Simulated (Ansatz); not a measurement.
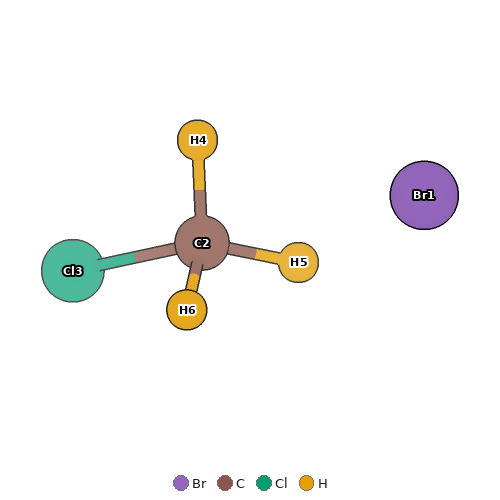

The system is the pair Br···CH₃Cl, charge −1; the picture shows the reference structure. The turn is about an axis along (0.18, −0.98, 0.01) in the frame of the relaxed pair, normal to the line between the partners. Coordinates scanned: (1) distance C2···Br1; (2) turn of Br1 about C2. The scan uses a 15 × 15 grid. Points are written as (first, second). All energies are given in eV relative to the ion and the molecule far apart, frozen as in the relaxed pair, each in its own basis (no counterpoise correction). Method: RKS SPW92 (LDA)/def2-TZVPD (Ansatz 0.2.0).

Its coordinates:

```xyz
6

Br    0.1171   -0.0064   -2.7195
C    -0.0170    0.0008    0.3962
Cl   -0.0954    0.0069    2.2095
H     0.9605   -0.3788    0.0809
H    -0.1551    1.0226    0.0278
H    -0.8101   -0.6452    0.0053
```

Range: distance C2···Br1 from 2.620 to 5.220 Å; turn of Br1 about C2 from −90.0 to 90.0°.

> Predict the map.

The lowest grid point is at (3.070 Å, 0.0°), −0.57 eV from the ion and the molecule far apart, frozen as in the relaxed pair, each in its own basis (no counterpoise correction). No other kind of well shows on this grid. The highest grid point, (2.620 Å, −77.1°), lies 1.31 eV above the lowest. Round the minimum the two coordinates are nearly uncoupled.

| turn of Br1 about C2 ↓, distance C2···Br1 → | 2.620 | 2.684 | 2.790 | 2.921 | 3.070 | 3.235 | 3.414 | 3.605 | 3.807 | 4.020 | 4.243 | 4.475 | 4.715 | 4.963 | 5.220 |
| --- | --- | --- | --- | --- | --- | --- | --- | --- | --- | --- | --- | --- | --- | --- | --- |
| 90.0 | 0.63 | 0.42 | 0.15 | −0.07 | −0.21 | −0.29 | −0.31 | −0.30 | −0.27 | −0.24 | −0.20 | −0.16 | −0.13 | −0.11 | −0.09 |
| 77.1 | 0.66 | 0.42 | 0.13 | −0.11 | −0.27 | −0.35 | −0.38 | −0.37 | −0.34 | −0.30 | −0.26 | −0.22 | −0.18 | −0.15 | −0.13 |
| 64.3 | 0.63 | 0.39 | 0.09 | −0.16 | −0.32 | −0.40 | −0.43 | −0.42 | −0.38 | −0.34 | −0.30 | −0.26 | −0.22 | −0.19 | −0.16 |
| 51.4 | 0.46 | 0.24 | −0.02 | −0.24 | −0.38 | −0.45 | −0.46 | −0.45 | −0.41 | −0.37 | −0.32 | −0.28 | −0.24 | −0.21 | −0.18 |
| 38.6 | 0.21 | 0.03 | −0.18 | −0.34 | −0.45 | −0.49 | −0.49 | −0.47 | −0.43 | −0.38 | −0.34 | −0.30 | −0.26 | −0.23 | −0.20 |
| 25.7 | −0.04 | −0.17 | −0.33 | −0.44 | −0.51 | −0.53 | −0.51 | −0.48 | −0.44 | −0.39 | −0.34 | −0.30 | −0.26 | −0.23 | −0.20 |
| 12.9 | −0.21 | −0.31 | −0.43 | −0.51 | −0.55 | −0.55 | −0.53 | −0.49 | −0.44 | −0.39 | −0.34 | −0.30 | −0.27 | −0.23 | −0.21 |
| 0.0 | −0.27 | −0.36 | −0.47 | −0.54 | −0.57 | −0.56 | −0.53 | −0.49 | −0.44 | −0.39 | −0.34 | −0.30 | −0.27 | −0.24 | −0.21 |
| −12.9 | −0.21 | −0.31 | −0.43 | −0.51 | −0.55 | −0.55 | −0.53 | −0.49 | −0.44 | −0.39 | −0.34 | −0.30 | −0.27 | −0.23 | −0.21 |
| −25.7 | −0.03 | −0.16 | −0.32 | −0.44 | −0.51 | −0.53 | −0.52 | −0.48 | −0.44 | −0.39 | −0.34 | −0.30 | −0.26 | −0.23 | −0.21 |
| −38.6 | 0.23 | 0.05 | −0.17 | −0.34 | −0.45 | −0.49 | −0.50 | −0.47 | −0.43 | −0.39 | −0.34 | −0.30 | −0.26 | −0.23 | −0.20 |
| −51.4 | 0.51 | 0.28 | 0.00 | −0.23 | −0.38 | −0.45 | −0.47 | −0.46 | −0.42 | −0.37 | −0.33 | −0.29 | −0.25 | −0.21 | −0.19 |
| −64.3 | 0.71 | 0.45 | 0.12 | −0.14 | −0.31 | −0.41 | −0.44 | −0.43 | −0.39 | −0.35 | −0.30 | −0.26 | −0.22 | −0.19 | −0.16 |
| −77.1 | 0.75 | 0.49 | 0.17 | −0.09 | −0.27 | −0.36 | −0.39 | −0.38 | −0.35 | −0.31 | −0.26 | −0.22 | −0.19 | −0.16 | −0.13 |
| −90.0 | 0.70 | 0.47 | 0.18 | −0.06 | −0.21 | −0.30 | −0.32 | −0.31 | −0.28 | −0.24 | −0.21 | −0.17 | −0.14 | −0.11 | −0.09 |

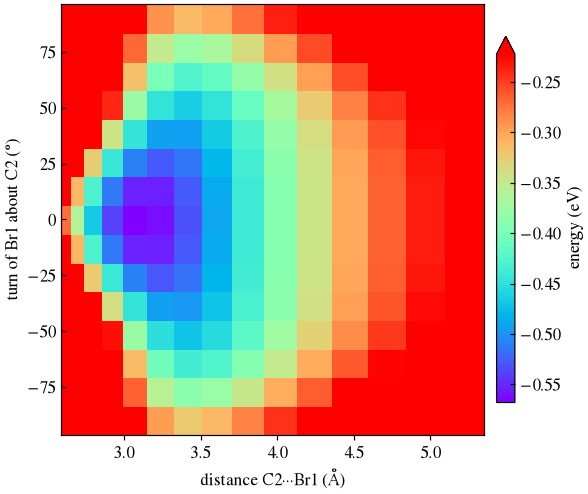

Drawn: one coloured cell a grid point, one colour for all values above the top of the scale.

Time for the 225 points that were run: 11 min on 1 thread of Arm Neoverse V2, on a shared host.
